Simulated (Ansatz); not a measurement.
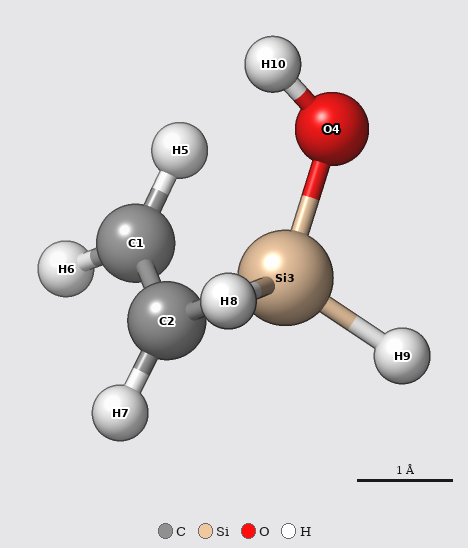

Figure 1. The input geometry of run 1 (ball-and-stick view, seen at a tilt; atoms are numbered from 1 in the order of the input). Bond lengths as drawn: C–C 1.33 Å, C–H 1.09 Å, C–Si 1.86 Å, H–O 0.96 Å, H–Si 1.48 to 1.49 Å and O–Si 1.65 Å.

# What a change does: single-point calculation on C2H6OSi

System: C2H6OSi.
Method of run 1: RHF-CCSD(T), frozen core/def2-TZVPP (Ansatz 0.2.0).

The geometry comes from this level: PBE0-D4/def2-TZVP. Text and figures count atoms from 1; the logs count them from 0 in places.

## The input, run 1
```yaml
crystal:
  periodic: [false, false, false]
  atoms:
    - {symbol: C, position_ang: [0.469443, 1.339171, -0.818765]}
    - {symbol: C, position_ang: [0.221410, 0.866240, 0.399709]}
    - {symbol: Si, position_ang: [-0.462414, -0.834230, 0.700699]}
    - {symbol: O, position_ang: [-0.544613, -1.704611, -0.697655]}
    - {symbol: H, position_ang: [0.269275, 0.747235, -1.707792]}
    - {symbol: H, position_ang: [0.873451, 2.333713, -0.985839]}
    - {symbol: H, position_ang: [0.435146, 1.506675, 1.255328]}
    - {symbol: H, position_ang: [0.393286, -1.520922, 1.710783]}
    - {symbol: H, position_ang: [-1.852468, -0.765663, 1.214577]}
    - {symbol: H, position_ang: [0.280684, -2.019007, -1.068143]}
basis:
  gaussian: {orbitals: def2-TZVPP}
correlation: {method: ccsd_t}
```

Hardware: 4 CPU threads, shared host.

## Output (run 1)
```
Functional definition: HF
  exchange = exact_x
  correlation = 0
1287 factors; integrals over basis functions are off by at most 9.8e-4 eV
mean field evaluation 1: about -12054.0517 eV, gradient 4.2e1 eV
mean field evaluation 2: about -12054.2790 eV, gradient 4.2e1 eV
mean field evaluation 4: about -12058.1137 eV, gradient 4.1e0 eV
mean field evaluation 8: about -12058.1714 eV, gradient 1.8e-1 eV
mean field evaluation 16: about -12056.9039 eV, gradient 2.4e1 eV
mean field -12058.17158458 eV, -443.1296324109 hartree, gradient 5.5e-6 eV, S^2 0.000000; 0 other end points of the search recorded, 0 dependent functions left out
8 core orbitals not correlated: weight in the atoms' cores, before any rotation towards them, 1.000 or more for the frozen orbitals, at most 0.000 for the correlated occupied ones
reference -12058.17158458 eV, -443.1296324109 hartree; 12, 12 occupied and 199, 199 virtual orbitals, 1287 factors
second order -18.75403890 eV of doubles, -0.00000000 eV of singles
cycle   1  -19.19384804 eV  change   -4.4e-1 eV  update   9.2e-2
cycle   2  -19.68175316 eV  change   -4.9e-1 eV  update   2.8e-2
cycle   3  -19.78284959 eV  change   -1.0e-1 eV  update   1.4e-2
cycle   4  -19.77468545 eV  change    8.2e-3 eV  update   3.5e-3
cycle   5  -19.77525087 eV  change   -5.7e-4 eV  update   1.4e-3
cycle   6  -19.77570816 eV  change   -4.6e-4 eV  update   3.3e-4
cycle   7  -19.77558312 eV  change    1.3e-4 eV  update   1.2e-4
cycle   8  -19.77557046 eV  change    1.3e-5 eV  update   4.0e-5
cycle   9  -19.77558450 eV  change   -1.4e-5 eV  update   1.6e-5
perturbative correction -0.78038286 eV, -0.0286785410 hartree
Total energy: -12078.72755193 eV, -443.8850502779 hartree
```

For run 2 the input was changed thus:
```diff
-    - {symbol: H, position_ang: [0.393286, -1.520922, 1.710783]}
+    - {symbol: H, position_ang: [0.246299, -1.702243, 1.684730]}
```

What does this change do to the results?

With the same method and basis, run 2 lies 1.5 kcal/mol higher.

## Output (run 2)
```
Functional definition: HF
  exchange = exact_x
  correlation = 0
1287 factors; integrals over basis functions are off by at most 9.8e-4 eV
mean field evaluation 1: about -12054.0084 eV, gradient 4.2e1 eV
mean field evaluation 2: about -12054.2357 eV, gradient 4.2e1 eV
mean field evaluation 4: about -12058.0456 eV, gradient 4.0e0 eV
mean field evaluation 8: about -12058.1034 eV, gradient 1.8e-1 eV
mean field evaluation 16: about -12056.8292 eV, gradient 2.4e1 eV
mean field -12058.10359722 eV, -443.1271339215 hartree, gradient 5.7e-6 eV, S^2 0.000000; 0 other end points of the search recorded, 0 dependent functions left out
8 core orbitals not correlated: weight in the atoms' cores, before any rotation towards them, 1.000 or more for the frozen orbitals, at most 0.000 for the correlated occupied ones
reference -12058.10359722 eV, -443.1271339215 hartree; 12, 12 occupied and 199, 199 virtual orbitals, 1287 factors
second order -18.75535086 eV of doubles, -0.00000000 eV of singles
cycle   1  -19.19680200 eV  change   -4.4e-1 eV  update   9.2e-2
cycle   2  -19.68524036 eV  change   -4.9e-1 eV  update   2.8e-2
cycle   3  -19.78640729 eV  change   -1.0e-1 eV  update   1.4e-2
cycle   4  -19.77819866 eV  change    8.2e-3 eV  update   3.6e-3
cycle   5  -19.77873480 eV  change   -5.4e-4 eV  update   1.4e-3
cycle   6  -19.77921568 eV  change   -4.8e-4 eV  update   3.5e-4
cycle   7  -19.77908231 eV  change    1.3e-4 eV  update   1.3e-4
cycle   8  -19.77906651 eV  change    1.6e-5 eV  update   4.6e-5
cycle   9  -19.77908177 eV  change   -1.5e-5 eV  update   1.8e-5
perturbative correction -0.78103183 eV, -0.0287023902 hartree
Total energy: -12078.66371081 eV, -443.8827041600 hartree
```

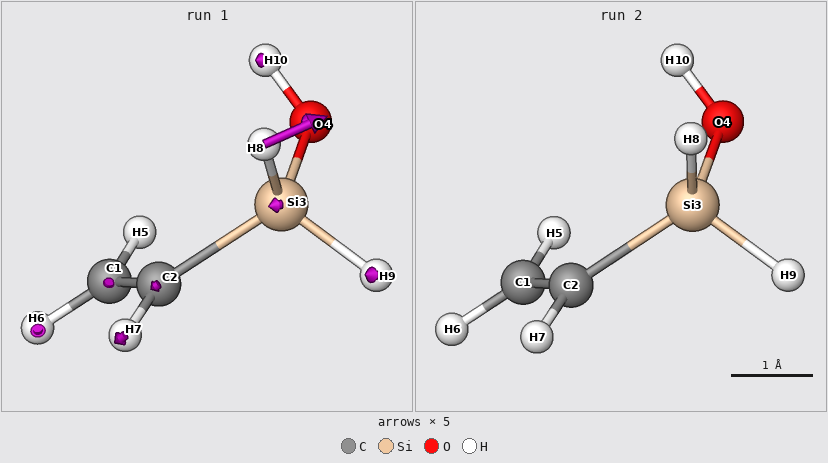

Figure 2. The two input geometries at one scale (ball-and-stick view, seen at a tilt). The pink arrows on the first give the shifts of the atoms after the best rigid fit, magnified 5 times. H8 moves most after the best rigid fit: 0.18 Å. By element the largest moves are H 0.18 Å, Si 0.04 Å, O 0.04 Å, C 0.03 Å.

## The two runs side by side

| quantity | run 1 | run 2 |
| --- | --- | --- |
| outcome | converged | converged |
| total energy (hartree) | −443.885050 | −443.882704 |
| basis functions | 219 | 219 |
| wall time (shared host) | 40 s | 43 s |
